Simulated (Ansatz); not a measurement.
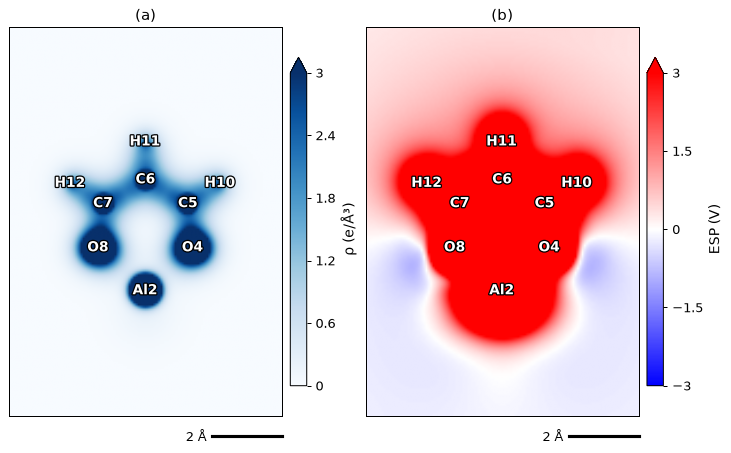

C₃H₄AlClO₃ (SMILES [OH][Al-]1([Cl])[O]C=CC=[O+]1). (a) total electron density; (b) electrostatic potential on the plane of atoms O4, Al2 and O8.

Geometry: PBE0-D4/def2-TZVP.

Method: Ansatz, RKS PBE0-D4/def2-TZVPP.

```yaml
atoms:
  - { symbol: O, position_ang: [-1.7992, -0.3813, 1.9430] }
  - { symbol: Al, position_ang: [-0.3165, 0.2108, 1.3840] }
  - { symbol: Cl, position_ang: [0.9789, 1.2230, 2.7047] }
  - { symbol: O, position_ang: [-0.5750, 1.2295, -0.0998] }
  - { symbol: C, position_ang: [-0.1529, 0.9633, -1.2649] }
  - { symbol: C, position_ang: [0.5755, -0.1633, -1.6231] }
  - { symbol: C, position_ang: [0.9034, -1.1381, -0.6902] }
  - { symbol: O, position_ang: [0.6019, -1.1126, 0.5407] }
  - { symbol: H, position_ang: [-2.0911, -0.2811, 2.8459] }
  - { symbol: H, position_ang: [-0.3998, 1.6990, -2.0358] }
  - { symbol: H, position_ang: [0.8847, -0.2889, -2.6507] }
  - { symbol: H, position_ang: [1.4672, -2.0154, -1.0199] }
```

**Interpret the plot.**

The plane passes through Al, O, C and H nuclei. C–O (1.27 Å): the density is about 2.9 e/Å³ at the midpoint. C–C (1.39 Å): ρ is about 2.2 e/Å³ halfway. Al–O (1.82 Å): the density is about 0.68 e/Å³ at the midpoint. C–H (1.08 Å): ρ is about 2.1 e/Å³ halfway. Outside the dense part of the molecule the potential is most negative (−0.9 V) near O4 and O8.
